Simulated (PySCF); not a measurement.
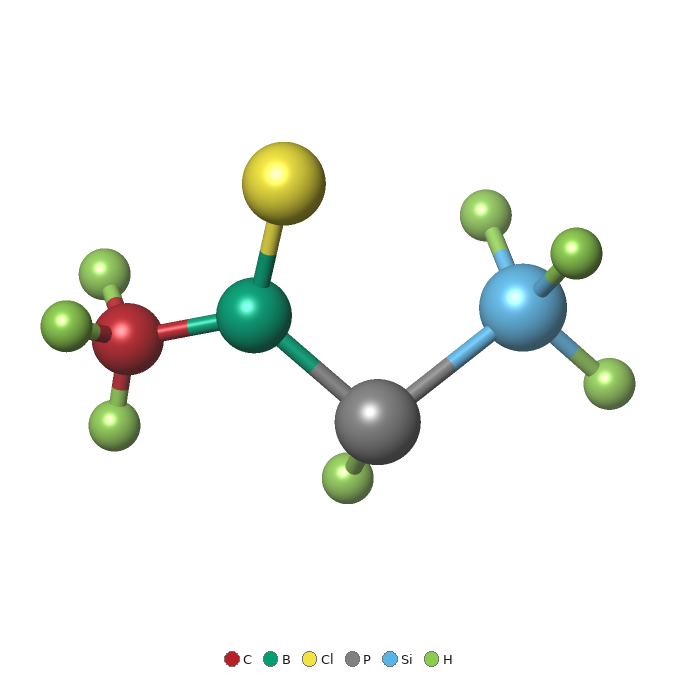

A ball-and-stick model of a molecule. Every bond is drawn as one stick, whatever its order.

Computed geometry: PBE0-D3(BJ)/def2-SVP optimisation. No frequency run is at hand to confirm it as a minimum.

Description:

The molecule is CH₇BClPSi. Its SMILES string is `CB(Cl)P[SiH3]`. It has no ring. Among its groups: Si–H bond. The point group is C1. Coordination: 1 C tetrahedral; 1 B trigonal planar; 1 P trigonal pyramidal; 1 Si tetrahedral.

The parts below concern this one geometry. Atoms keep their numbers from picture to picture.

### Geometry

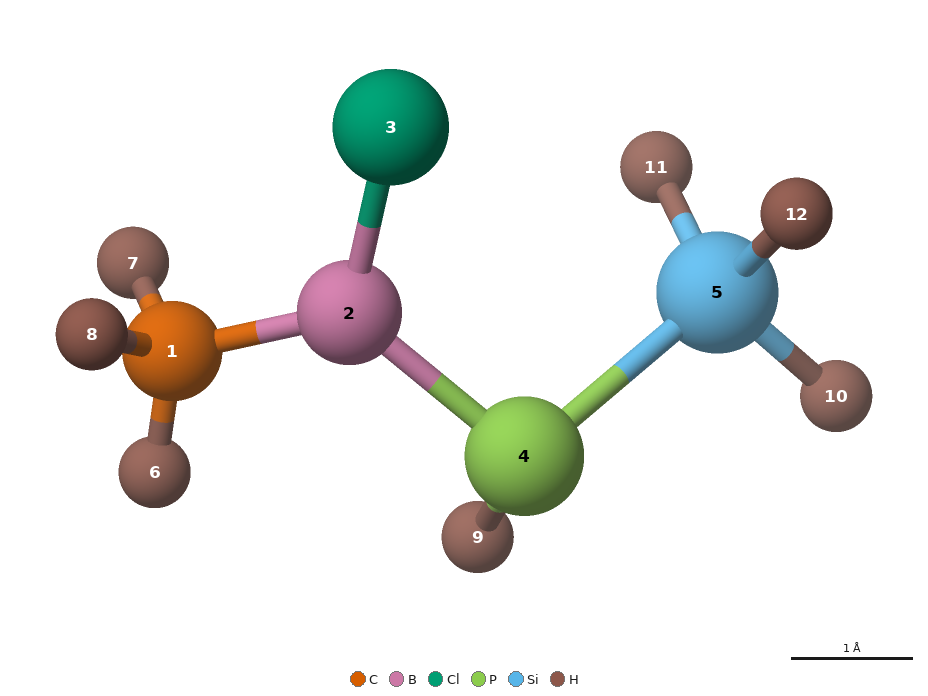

No frequency run is at hand to confirm it as a minimum.

List the bonds and their lengths.

```csv
bond,length (Å),order
C1–B2,1.561,single
C1–H6,1.099,single
C1–H7,1.104,single
C1–H8,1.103,single
B2–Cl3,1.774,single
B2–P4,1.896,single
P4–Si5,2.254,single
P4–H9,1.424,single
Si5–H10,1.494,single
Si5–H11,1.494,single
Si5–H12,1.490,single
```

### NMR shielding

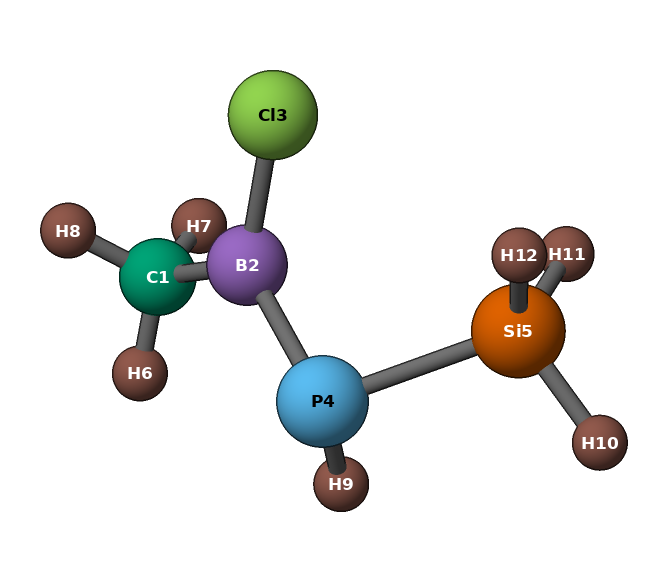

No frequency run is at hand to confirm it as a minimum. Method: GIAO BP86/pcSseg-2 NMR shielding, non-relativistic, gas phase (PySCF 2.14.0). Principal shieldings σ11 ≤ σ22 ≤ σ33, span Ω = σ33 − σ11, skew κ = 3(σiso − σ22)/Ω.

Give the shielding tensors of the P atoms.

```
atom    σ11    σ22    σ33   σiso      Ω     κ
  P4  398.6  437.0  609.1  481.6  210.5  0.63
```

Shieldings and span in ppm.

### Dipole moment

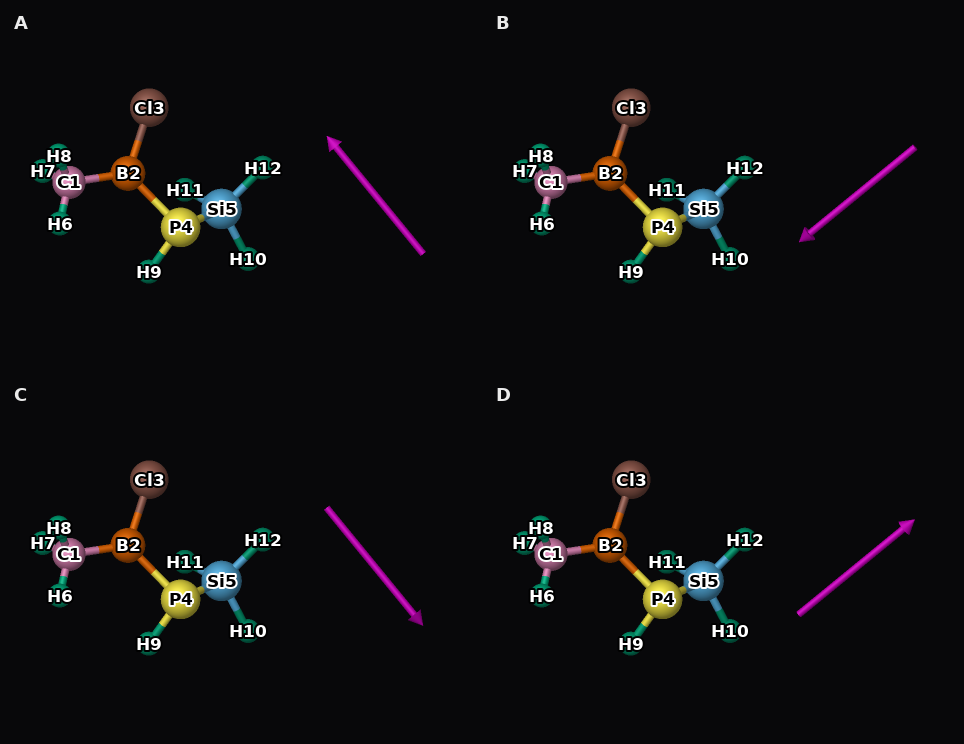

The same molecule four times, each with an arrow. No frequency run is at hand to confirm it as a minimum. Level of theory: PBE0/def2-TZVP, gas phase (PySCF 2.14.0).

Which arrow points along the dipole moment, from the negative to the positive end?

B. The dipole moment is 1.41 D; it points from the side of H12 to the side of H6 (the outermost atoms at the two ends).

### Quadrupole coupling

No frequency run is at hand to confirm it as a minimum. Electric field gradients from the ground-state density, PBE0/pcSseg-0 (PySCF 2.14.0), non-relativistic apart from any core potentials.

Give the largest field-gradient component, the quadrupole coupling constant and the asymmetry for 11B at B2 (Q = 40.59 mb), 35Cl at Cl3 (Q = −81.7 mb), 2H at H6 (Q = 2.86 mb), 2H at H7 (Q = 2.86 mb), 2H at H8 (Q = 2.86 mb), 2H at H9 (Q = 2.86 mb).

| atom | V_zz (a.u.) | e²qQ/h (MHz) | η |
| --- | --- | --- | --- |
| B2 | 0.374 | 3.57 | 0.79 |
| Cl3 | 2.143 | −41.1 | 0.58 |
| H6 | 0.300 | 0.202 | 0.01 |
| H7 | 0.296 | 0.199 | 0.01 |
| H8 | 0.296 | 0.199 | 0.01 |
| H9 | 0.225 | 0.151 | 0.08 |

### Charges

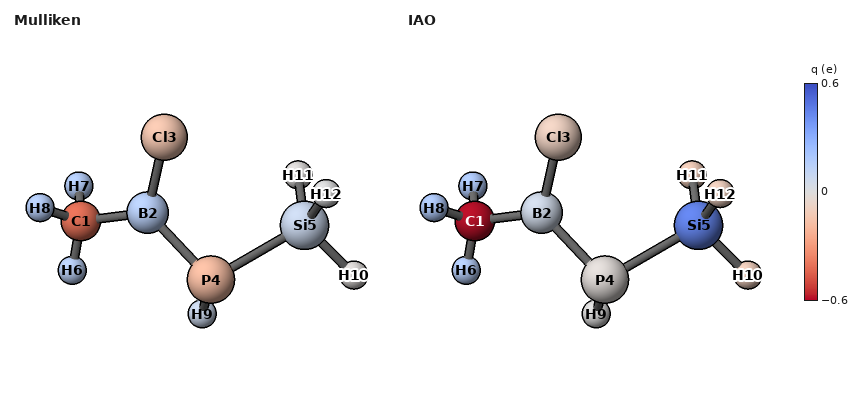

Atomic charges of one calculation by 2 schemes, on one colour scale. No frequency run is at hand to confirm it as a minimum. Method: PBE0/def2-TZVP (PySCF 2.14.0).

Which scheme gives the most polar picture (largest mean size of the charges)?

The IAO charges are the largest in size here.

On which atom do the schemes disagree most?

On Si5 (from 0.08 to 0.44 e).

List the charges (e), one line for each set of equivalent atoms.

```
atom  Mulliken    IAO
  C1     −0.41  −0.58
  B2      0.14   0.05
 Cl3     −0.14  −0.09
  P4     −0.18  −0.02
 Si5      0.08   0.44
  H6      0.14   0.16
  H7      0.16   0.18
  H8      0.15   0.17
  H9      0.07   0.00
 H10     −0.01  −0.10
 H11     −0.01  −0.11
 H12      0.00  −0.10
```

Mulliken values depend strongly on the basis set and can even reverse the polarity of a bond.
